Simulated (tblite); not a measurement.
**Run report: C$_{5}$H$_{4}$FN, molecular dynamics (part 2 of 2)**

The same run, continued: C$_{5}$H$_{4}$FN (4-fluoropyridine); GFN2-xTB Langevin dynamics, gas phase (tblite 0.8.0). 

Geometry of the input (Å):
```
F  -0.8316  2.3408  0.0921
C  -0.3808  1.0752  0.0372
C  -1.2846  0.0287  -0.0240
C  -0.7556  -1.2524  -0.0788
N  0.5400  -1.5090  -0.0746
C  1.3823  -0.4934  -0.0157
C  0.9819  0.8334  0.0425
H  -2.3463  0.2127  -0.0285
H  -1.4041  -2.1164  -0.1285
H  2.4317  -0.7543  -0.0153
H  1.6887  1.6453  0.0899
```

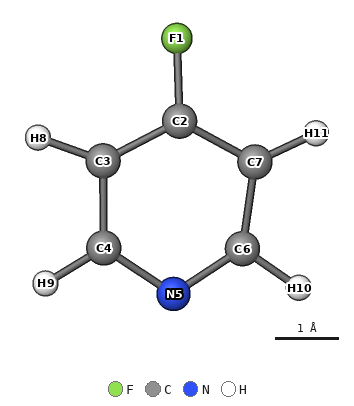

Figure 1. The geometry at step 6650 of the log (ball-and-stick view, seen at a tilt; atoms are numbered from 1 in the order of the input).

**Trajectory as extended XYZ, continued**
```
11
Properties=species:S:1:pos:R:3:forces:R:3 step=4900 time_fs=7350.0 energy=-553.63743 temperature=660.8
F    -5.4494   -1.6461   -2.3602   -3.4630   2.7540   0.1020
C    -4.4824   -2.4503   -2.2975    2.2350  -0.9680  -1.4950
C    -4.4839   -3.4926   -1.4314   -0.3950   0.0170  -0.5230
C    -3.3818   -4.2758   -1.6233    0.9330  -1.6400   3.0670
N    -2.2558   -3.9901   -2.1892   -0.3200   0.9600  -2.1200
C    -2.3961   -3.0521   -3.1275    0.8140  -0.2020   0.4960
C    -3.4989   -2.2851   -3.2872   -1.0470  -0.2480   0.8740
H    -5.3674   -3.6507   -0.8530    0.0680  -0.4320   0.4690
H    -3.1531   -5.1026   -1.0010   -0.7750  -1.2000   0.8870
H    -1.5432   -2.9303   -3.6981    1.5170   0.3910  -1.3210
H    -3.7681   -1.6500   -4.0927    0.4330   0.5670  -0.4360
11
Properties=species:S:1:pos:R:3:forces:R:3 step=5250 time_fs=7875.0 energy=-553.51529 temperature=1070.8
F    -5.7781   -0.3276   -4.6889    2.3280   0.3620   1.0940
C    -4.4808   -0.6111   -4.0709   -2.3170  -1.8180  -1.2870
C    -4.5325   -1.9141   -3.4535   -0.0820   3.1760  -0.2360
C    -3.2686   -2.2545   -2.9269   -3.1630   0.5170  -1.0700
N    -2.1873   -1.5912   -3.1477    2.2170   0.1110  -0.1500
C    -2.1190   -0.5133   -3.8834   -0.8780   2.0500   0.2550
C    -3.3483    0.1240   -4.3236    1.4990  -2.0310   0.7160
H    -5.6092   -2.2338   -3.3224    1.8660  -0.3800  -0.0030
H    -3.2947   -3.0975   -2.3385    0.7500  -1.7760   1.2590
H    -1.0975    0.0444   -3.9610   -1.9230  -1.2310  -0.0240
H    -3.2812    1.0190   -4.8578   -0.2980   1.0200  -0.5530
11
Properties=species:S:1:pos:R:3:forces:R:3 step=5600 time_fs=8400.0 energy=-553.46061 temperature=594.0
F    -2.8855    0.2076   -8.1006   -0.2170  -0.3980   1.8170
C    -2.8569   -0.0919   -6.7246    2.0190   0.9790  -1.4870
C    -3.7560   -0.9967   -6.1930   -2.9790   1.2970  -4.6690
C    -3.7620   -1.1832   -4.8860    1.1560   0.5230   3.7350
N    -2.7299   -0.6300   -4.2006   -1.3820  -1.7040   2.1660
C    -1.7422    0.0585   -4.7059   -1.0550   0.5130   1.8700
C    -1.8062    0.5066   -5.9623   -1.3980  -1.7250  -3.2470
H    -4.7002   -1.1860   -6.8538    1.8500  -0.2600   0.9970
H    -4.6050   -1.6615   -4.3055    1.3880   0.3980  -0.6060
H    -1.0699    0.5977   -4.0456    0.1190  -0.7690   0.4140
H    -0.9464    0.9498   -6.3533    0.4990   1.1470  -0.9910
11
Properties=species:S:1:pos:R:3:forces:R:3 step=5950 time_fs=8925.0 energy=-553.30290 temperature=752.1
F    -4.2737    0.9806   -7.0908   -0.8900   0.2010  -0.8230
C    -3.8368    0.4352   -5.9688   -0.2640  -0.3980   0.3840
C    -4.6658    0.3878   -4.8094    1.1540  -1.6680  -1.5320
C    -3.9171   -0.1882   -3.7874   -1.8780  -1.0480   4.2310
N    -2.6670   -0.5472   -3.7134    0.6980   1.6770  -0.9750
C    -1.9997   -0.2195   -4.8060    3.3800  -1.6870   1.0340
C    -2.4870   -0.0007   -6.0235   -3.2190   2.0160  -0.5540
H    -5.7745    0.3015   -4.8609    1.2370   0.9780   0.2150
H    -4.2743   -0.3852   -2.6792   -0.6280   0.4280  -2.2240
H    -0.9080   -0.2328   -4.8127    0.1100  -0.6000   0.7350
H    -1.9192    0.1204   -6.9075    0.3010   0.1010  -0.4910
11
Properties=species:S:1:pos:R:3:forces:R:3 step=6300 time_fs=9450.0 energy=-553.51651 temperature=510.1
F    -4.5032    2.3124   -6.5597    0.2100  -1.6140   1.0010
C    -3.8755    1.4929   -5.5851    1.5690   1.5200  -1.5740
C    -3.3993    2.3056   -4.5091   -0.1820  -0.1420  -0.8400
C    -2.5845    1.7053   -3.5970   -0.8030  -2.1810  -1.5370
N    -2.1789    0.4235   -3.7385    0.4040   1.5210   1.2250
C    -2.4219   -0.1943   -4.8058   -3.1380   0.3880  -3.7460
C    -3.3268    0.2372   -5.9041   -0.0750   1.5630   2.1700
H    -3.5384    3.3952   -4.5240   -0.4220  -0.7640   0.1210
H    -2.3252    1.9859   -2.6644    0.8260   1.8940   2.5080
H    -2.0628   -1.1415   -4.9126    1.1910  -2.3900  -0.2240
H    -3.6079   -0.2885   -6.8290    0.4190   0.2050   0.8970
11
Properties=species:S:1:pos:R:3:forces:R:3 step=6650 time_fs=9975.0 energy=-553.72323 temperature=619.4
F    -3.8061    1.9500   -6.0163    0.2390   0.9450  -1.2130
C    -3.3864    1.3524   -4.9158   -0.3260  -0.7970  -0.4930
C    -3.9284    1.8118   -3.7366   -0.3960  -0.0850   1.9940
C    -3.7282    1.0039   -2.6197   -0.4590  -1.7420   0.7460
N    -3.0416   -0.1621   -2.6321   -1.3710   0.1810  -2.1230
C    -2.7438   -0.6414   -3.8612    2.4680   1.1320   0.7350
C    -2.7177    0.1265   -5.0567   -0.9400  -0.5050   1.8140
H    -4.5583    2.6905   -3.4810    0.6210  -0.5790  -1.2150
H    -4.4135    1.0508   -1.7314    1.2420   0.6860  -0.5390
H    -2.1428   -1.5636   -3.8361   -0.6590   0.2160  -0.0350
H    -2.3423   -0.3257   -5.9764   -0.4210   0.5480   0.3290
11
Properties=species:S:1:pos:R:3:forces:R:3 step=7000 time_fs=10500.0 energy=-553.95018 temperature=836.2
F    -1.7902   -0.7212   -6.2740   -1.2430  -0.2350   1.3920
C    -2.5903   -0.7636   -5.1037    0.0810   0.2700  -2.0070
C    -1.9951   -0.3227   -3.9454   -2.0410  -0.8170   1.4890
C    -2.8542   -0.4577   -2.8298   -1.9280  -0.1550   0.4920
N    -4.2138   -0.6915   -2.8814    2.0240  -0.0540  -0.9350
C    -4.7442   -0.9771   -4.0793    1.9190   0.2830  -0.0620
C    -3.9696   -1.1191   -5.2277    3.1290   1.4150   2.5960
H    -1.0235    0.0582   -3.7519    0.5370  -0.0760  -0.4800
H    -2.4753   -0.3656   -1.7837   -0.3610   0.1820  -1.0470
H    -5.7697   -1.0949   -4.2865   -1.1280  -0.0940   0.7940
H    -4.3278   -1.3586   -6.1451   -0.9910  -0.7180  -2.2320
11
Properties=species:S:1:pos:R:3:forces:R:3 step=7350 time_fs=11025.0 energy=-553.60703 temperature=711.0
F    -1.3670   -1.0323   -5.1288   -0.4190   0.7250   0.2070
C    -2.5572   -0.5683   -4.6081    1.7330  -0.4440   1.0530
C    -2.5580    0.5255   -3.7012    0.4400   0.9760  -2.4290
C    -3.8403    0.8430   -3.2631    1.0650   2.3180   0.0250
N    -4.9432    0.1486   -3.5401    0.3140   1.2800   0.8730
C    -4.8949   -0.9185   -4.2659    2.4900  -0.6890  -1.3310
C    -3.6171   -1.3839   -4.8552   -2.7640   0.6100   1.3560
H    -1.7070    1.3390   -3.7935   -1.5890  -2.0010   0.7320
H    -3.8517    1.9349   -2.8433   -0.8510  -2.2210  -0.1170
H    -5.8740   -1.2862   -4.4845   -0.0530  -0.7570  -0.2030
H    -3.4615   -2.3050   -5.3944   -0.3660   0.2050  -0.1640
11
Properties=species:S:1:pos:R:3:forces:R:3 step=7700 time_fs=11550.0 energy=-553.90190 temperature=775.7
F    -2.3806   -0.3622   -6.7309    2.0120  -1.0780  -2.9080
C    -2.9265    0.0143   -5.6480   -3.4580  -2.1350   1.0250
C    -2.4854    1.0589   -4.9635    3.2320   2.2920   0.1320
C    -3.1557    1.4820   -3.8652   -1.8930  -1.0370   0.9860
N    -4.3014    0.8839   -3.4377    1.4080   1.4770  -0.6340
C    -4.7104   -0.1409   -4.1132   -0.0870  -1.5690  -1.1900
C    -4.0537   -0.7079   -5.2333    0.6570   0.4200   0.9750
H    -1.4638    1.3946   -5.3002   -1.2170   0.3940   0.5460
H    -2.8572    2.2832   -3.2695    0.5780   1.0690   0.7690
H    -5.6403   -0.5569   -3.7859   -0.3260  -0.3820   0.2610
H    -4.1067   -1.7213   -5.6326   -0.9060   0.5500   0.0370
11
Properties=species:S:1:pos:R:3:forces:R:3 step=8050 time_fs=12075.0 energy=-553.30266 temperature=768.7
F    -2.7728    1.6195   -5.5025   -0.6630   0.0700  -0.1490
C    -3.8406    1.4017   -4.6764   -0.4840  -0.8480  -1.4650
C    -3.4977    0.8050   -3.4549   -1.0410   0.8360  -1.4200
C    -4.6215    0.7682   -2.6079    0.7800   0.1670  -2.3690
N    -5.8509    0.9279   -3.0826   -0.4170   0.2050   2.5550
C    -6.2184    1.3160   -4.2821    2.4070  -1.4330  -1.3080
C    -5.1850    1.5530   -5.2321    1.8260  -0.7140   4.2770
H    -2.4950    0.3867   -3.2332   -0.8860   0.8210  -0.1480
H    -4.1893    0.6265   -1.6654   -1.4440  -0.5590   1.9350
H    -7.2354    1.0660   -4.5771    0.1820   0.6370   0.2090
H    -5.3106    1.7210   -6.2287   -0.2610   0.8160  -2.1160
11
Properties=species:S:1:pos:R:3:forces:R:3 step=8400 time_fs=12600.0 energy=-553.83093 temperature=829.7
F    -3.6263   -0.4569   -6.4793   -1.0690   0.4170   0.9550
C    -4.4854    0.1849   -5.6191    0.3920   1.5910   1.5240
C    -3.9182    1.0870   -4.6342   -3.1110  -1.2100  -0.4300
C    -4.8202    1.7384   -3.7368   -0.6960   0.1750  -2.3060
N    -6.1332    1.7836   -4.0579    0.8210  -0.2970   0.5130
C    -6.6574    0.9684   -4.9858   -0.1550   0.1040   2.5270
C    -5.8803    0.0391   -5.6190    0.3800  -1.7350  -2.0540
H    -2.8873    1.0919   -4.5855    1.7230   0.3140   0.3460
H    -4.5691    2.4160   -2.9007    0.1930  -0.7340  -0.6950
H    -7.7557    0.8624   -4.8459    0.8570   0.3040  -0.7960
H    -6.3674   -0.7993   -6.1955    0.6650   1.0700   0.4160
```

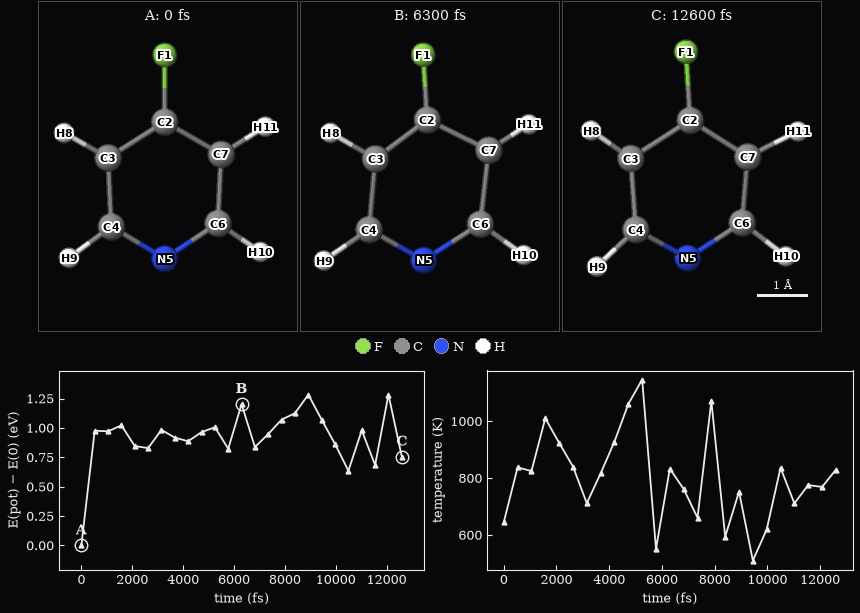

Figure 2. Frames of the molecular dynamics (ball-and-stick, seen at a tilt) above the curves, on which the letters mark them. The trajectory kept here has 25 frames over 12600 fs. The temperature starts at 645 K, ranges from 510 to 1147 K and averages 748 K over the second half. The potential energy ends 0.755 eV above its first value. After an unweighted best fit of the last frame on the first, the root-mean-square displacement is 0.15 Å, and H11 has moved furthest (0.29 Å).

**Results in brief**

| quantity | value |
| --- | --- |
| outcome | finished |
| mean temperature over the second half | 748 K |
| trajectory | 25 frames kept, 12600 fs |
| wall time | 55 s |
| peak memory | 0.32 GiB |
